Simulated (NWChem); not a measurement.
# AlNH3F3 (SMILES [NH3]->[Al]([F])([F])[F]) at 3 levels

We compute a comparison of 3 runs (HF/STO-3G, HF/3-21G, B3LYP/6-31G*) of AlNH3F3. 

The calculation is run with NWChem 7.3.0.

**1. Starting point**

AlNH3F3: 8 atoms, total charge 0, spin state singlet. SMILES: `[NH3]->[Al]([F])([F])[F]`. The shape comes from GFN2-xTB, which is rough for such elements, and wasn't checked as a minimum.

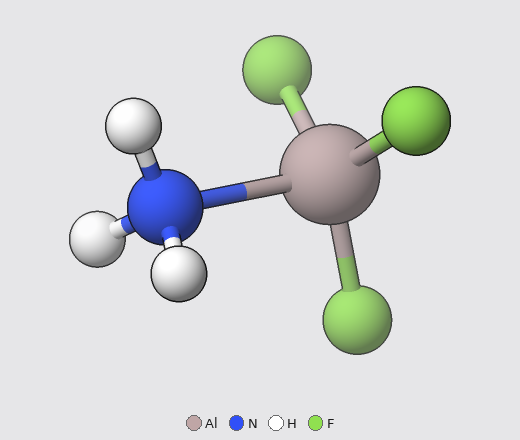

Viewed from a chosen angle; aluminium light grey, nitrogen blue, hydrogen white, fluorine green.

**2. Energy and forces at HF/STO-3G (run 1)**

alf3h3n.xyz

```xyz
8
AlF3H3N
Al    -0.002180     0.003550    -1.052110
N      0.002530    -0.003630     0.977650
H     -0.948960     0.038470     1.331550
H      0.516110     0.797710     1.334490
H      0.441120    -0.852230     1.325950
F      1.624960    -0.017620    -1.311710
F     -0.794450     1.426890    -1.300540
F     -0.839140    -1.393140    -1.305290
```

run.py

```python
from ase.io import read
from ase.calculators.nwchem import NWChem

atoms = read('alf3h3n.xyz')

calc = NWChem(
    label='alf3h3n',
    theory='scf',
    memory='2200 mb',
    basis='STO-3G',
    basispar='spherical bse',
    scf={'nopen': '0', 'rhf': None, 'thresh': '1e-08', 'maxiter': '80'},
)
atoms.calc = calc

forces = atoms.get_forces()
e = atoms.get_potential_energy()
print(f"E = {e:.6f} eV")
print("forces (eV/A):")
for s, f in zip(atoms.symbols, forces):
    print(f"{s:2s} {f[0]:10.5f} {f[1]:10.5f} {f[2]:10.5f}")
print("dipole (e A):", atoms.get_dipole_moment().round(4))
```

Command:

```console
$ export ASE_NWCHEM_COMMAND="nwchem PREFIX.nwi > PREFIX.nwo"
$ python run.py
```

What it wrote:

```text
E = -16021.164622 eV
forces (eV/A):
Al    0.00375    0.01409    0.05579
N     0.02376    0.00015   -1.87130
H    -0.57336    0.01892    0.48980
H     0.30365    0.45534    0.47792
H     0.24528   -0.47241    0.47488
F    -1.26812    0.00905    0.13077
F     0.61136   -1.10953    0.12223
F     0.65378    1.08439    0.11992
dipole (e A): [ 0.0023 -0.0062  1.1544]
```

The calculator wrote alf3h3n.nwi:

```
title "alf3h3n"

permanent_dir alf3h3n

scratch_dir alf3h3n

start alf3h3n

geometry units angstrom nocenter noautosym noautoz
  Al -2.1800000000000001e-03 3.5500000000000002e-03 -1.0521100000000001e+00
  N  2.5300000000000001e-03 -3.6300000000000000e-03 9.7765000000000002e-01
  H  -9.4896000000000003e-01 3.8469999999999997e-02 1.3315500000000000e+00
  H  5.1610999999999996e-01 7.9771000000000003e-01 1.3344900000000000e+00
  H  4.4112000000000001e-01 -8.5223000000000004e-01 1.3259500000000000e+00
  F  1.6249600000000000e+00 -1.7620000000000000e-02 -1.3117099999999999e+00
  F  -7.9444999999999999e-01 1.4268900000000000e+00 -1.3005400000000000e+00
  F  -8.3914000000000000e-01 -1.3931400000000000e+00 -1.3052900000000001e+00
end

memory 2200 mb

basis spherical bse noprint
   * library STO-3G
end

scf
  nopen 0
  rhf
  thresh 1e-08
  maxiter 80
end

task scf gradient
```

alf3h3n.nwo:

```text
Northwest Computational Chemistry Package (NWChem) 7.3.0
             --------------------------------------------------------

           Job information
           ---------------

    nwchem branch   = 7.3.0
    use scalapack   = T
    input           = alf3h3n.nwi
    prefix          = alf3h3n.
    data base       = alf3h3n/alf3h3n.db
    status          = startup
    nproc           =        1

           Memory information
           ------------------

[... 5 lines left out ...]
    hardfail = no
[... 137 lines left out ...]
         Quadratically convergent ROHF
[... 15 lines left out ...]
       Final RHF  results
[... 4 lines left out ...]
      Two-electron energy =    491.572505018798
[... 41 lines left out ...]
                       ROHF Final Molecular Orbital Analysis
[... 225 lines left out ...]
                 ----------------------------------------
                 |  Time  |  1-e(secs)   |  2-e(secs)   |
                 ----------------------------------------
                 |  CPU   |       0.00   |       0.91   |
                 ----------------------------------------
                 |  WALL  |       0.00   |       0.91   |
                 ----------------------------------------

 Task  times  cpu:        5.0s     wall:        5.0s
 Total times  cpu:        5.1s     wall:        5.1s
```

Wall time 7.5 s (1 thread of AMD EPYC 7R43 (Zen 3), shared host); peak memory 0.096 GiB.

**3. Energy and forces at HF/3-21G (run 2)**

mymol.nw

```
start mymol
title "AlF3H3N"
memory 2200 mb

geometry units angstroms noautosym nocenter noautoz
Al    -0.002180     0.003550    -1.052110
N      0.002530    -0.003630     0.977650
H     -0.948960     0.038470     1.331550
H      0.516110     0.797710     1.334490
H      0.441120    -0.852230     1.325950
F      1.624960    -0.017620    -1.311710
F     -0.794450     1.426890    -1.300540
F     -0.839140    -1.393140    -1.305290
end

basis "ao basis" spherical bse
* library 3-21G
end

scf
thresh 1e-08
maxiter 80
print low
end

task scf gradient
```

Command:

```console
$ nwchem mymol.nw > mymol.out
```

What it wrote:

```text
[...]
  functions       =    55
[...]
  wavefunction    = RHF
[...]
         Total SCF energy =   -593.497308643552
      One-electron energy =  -1330.392063617634
      Two-electron energy =    485.836747138233
 Nuclear repulsion energy =    251.058007835849
        Time for solution =      3.8s
[...]
                         RHF ENERGY GRADIENTS
    atom               coordinates                        gradient
                 x          y          z           x          y          z
   1 Al     -0.004120   0.006709  -1.988200   -0.000167  -0.000195  -0.024053
   2 N       0.004781  -0.006860   1.847491   -0.000320   0.000105   0.004097
   3 H      -1.793274   0.072698   2.516265   -0.002383   0.000161   0.002307
   4 H       0.975306   1.507453   2.521820    0.001337   0.002431   0.002549
   5 H       0.833596  -1.610481   2.505682    0.001416  -0.002713   0.002457
   6 F       3.070729  -0.033297  -2.478772    0.002197   0.000124   0.004191
   7 F      -1.501293   2.696431  -2.457664   -0.000889   0.001911   0.004191
   8 F      -1.585745  -2.632653  -2.466640   -0.001190  -0.001823   0.004260
 Task  times  cpu:        5.1s     wall:        5.1s
 Total times  cpu:        5.1s     wall:        5.1s
```

Run time: 6 s. Hardware: 1 thread of AMD EPYC 7R43 (Zen 3), shared host; peak memory 0.096 GiB.

**4. Energy and forces at B3LYP/6-31G(d) (Cartesian functions) (run 3)**

run.py

```python
from ase import Atoms
from ase.calculators.nwchem import NWChem

system = Atoms('AlNHHHFFF', positions=[
    [-0.002180, 0.003550, -1.052110],
    [0.002530, -0.003630, 0.977650],
    [-0.948960, 0.038470, 1.331550],
    [0.516110, 0.797710, 1.334490],
    [0.441120, -0.852230, 1.325950],
    [1.624960, -0.017620, -1.311710],
    [-0.794450, 1.426890, -1.300540],
    [-0.839140, -1.393140, -1.305290],
])

calc = NWChem(
    label='struct',
    theory='dft',
    memory='2200 mb',
    basis='6-31G*',
    dft={'xc': 'b3lyp', 'mult': '1', 'grid': 'xfine', 'convergence': 'energy 1e-08', 'iterations': '100', 'mulliken': None},
)
system.calc = calc

forces = system.get_forces()
print("Total energy (eV):", round(system.get_potential_energy(), 6))
print("forces (eV/A):")
for s, f in zip(system.symbols, forces):
    print(f"{s:2s} {f[0]:10.5f} {f[1]:10.5f} {f[2]:10.5f}")
print("dipole (e A):", system.get_dipole_moment().round(4))
```

Command:

```console
$ export ASE_NWCHEM_COMMAND="nwchem PREFIX.nwi > PREFIX.nwo"
$ python run.py
```

What it wrote:

```text
Total energy (eV): -16293.791351
forces (eV/A):
Al    0.00591    0.00977    0.49201
N     0.01861   -0.00432   -0.30802
H    -0.14300    0.00226    0.14506
H     0.07328    0.10017    0.13545
H     0.05101   -0.09899    0.13601
F     0.43997   -0.01316   -0.20085
F    -0.22147    0.38525   -0.19731
F    -0.22430   -0.38104   -0.20235
dipole (e A): [ 0.0024 -0.0064  1.2296]
```

The calculator wrote struct.nwi:

```
title "struct"

permanent_dir struct

scratch_dir struct

start struct

geometry units angstrom nocenter noautosym noautoz
  Al -2.1800000000000001e-03 3.5500000000000002e-03 -1.0521100000000001e+00
  N  2.5300000000000001e-03 -3.6300000000000000e-03 9.7765000000000002e-01
  H  -9.4896000000000003e-01 3.8469999999999997e-02 1.3315500000000000e+00
  H  5.1610999999999996e-01 7.9771000000000003e-01 1.3344900000000000e+00
  H  4.4112000000000001e-01 -8.5223000000000004e-01 1.3259500000000000e+00
  F  1.6249600000000000e+00 -1.7620000000000000e-02 -1.3117099999999999e+00
  F  -7.9444999999999999e-01 1.4268900000000000e+00 -1.3005400000000000e+00
  F  -8.3914000000000000e-01 -1.3931400000000000e+00 -1.3052900000000001e+00
end

memory 2200 mb

basis noprint
   * library 6-31G*
end

dft
  xc b3lyp
  mult 1
  grid xfine
  convergence energy 1e-08
  iterations 100
  mulliken
end

task dft gradient
```

struct.nwo:

```text
Northwest Computational Chemistry Package (NWChem) 7.3.0
             --------------------------------------------------------

           Job information
           ---------------

    nwchem branch   = 7.3.0
    use scalapack   = T
    input           = struct.nwi
    prefix          = struct.
    data base       = struct/struct.db
    status          = startup
    nproc           =        1

           Memory information
           ------------------

[... 5 lines left out ...]
    hardfail = no
[... 108 lines left out ...]
  convergence criterion.
[... 43 lines left out ...]
          Spatial weights used:  Erf1
[... 32 lines left out ...]
 1-e energy   =   -1328.676901
[... 50 lines left out ...]
           Coulomb energy =      542.907763117552
[... 663 lines left out ...]
          Convergence on density requested:  1.00D-05
[... 29 lines left out ...]
          total energy or number of iterations.
[... 36 lines left out ...]
                 ----------------------------------------
                 |  Time  |  1-e(secs)   |  2-e(secs)   |
                 ----------------------------------------
                 |  CPU   |       0.02   |       8.08   |
                 ----------------------------------------
                 |  WALL  |       0.02   |       8.08   |
                 ----------------------------------------

 Task  times  cpu:       61.9s     wall:       61.9s
 Total times  cpu:       62.0s     wall:       62.0s
```

It took 65 s on 1 thread of AMD EPYC 7R43 (Zen 3), shared host; peak memory 0.14 GiB.

**5. Overview of the runs**

| run | level | Cartesian functions | iteration cap | energy (Eh) | dipole moment (D) | HOMO energy (eV) | LUMO energy (eV) | wall time |
| --- | --- | --- | --- | --- | --- | --- | --- | --- |
| 1 | HF/STO-3G | no | 80 | -588.766945 | 5.54 | -8.51 | 13.67 | 7.5 s |
| 2 | HF/3-21G | no | 80 | -593.497309 | – | – | – | 6 s |
| 3 | B3LYP/6-31G* (Cartesian functions) | yes | 100 | -598.785793 | 5.91 | -9.41 | -0.13 | 65 s |

**6. Results**

```
                       quantity          value
            run 3: total energy  -598.78579 Eh
           run 3: dipole moment         5.91 D
             run 3: HOMO energy       -9.41 eV
             run 3: LUMO energy       -0.13 eV
           run 3: HOMO–LUMO gap        9.28 eV
run 3: largest force on an atom     0.492 eV/Å
```

**Reading.** In run 1 the basis is minimal, so the values are rough. All runs together took 78 s, the longest 65 s.
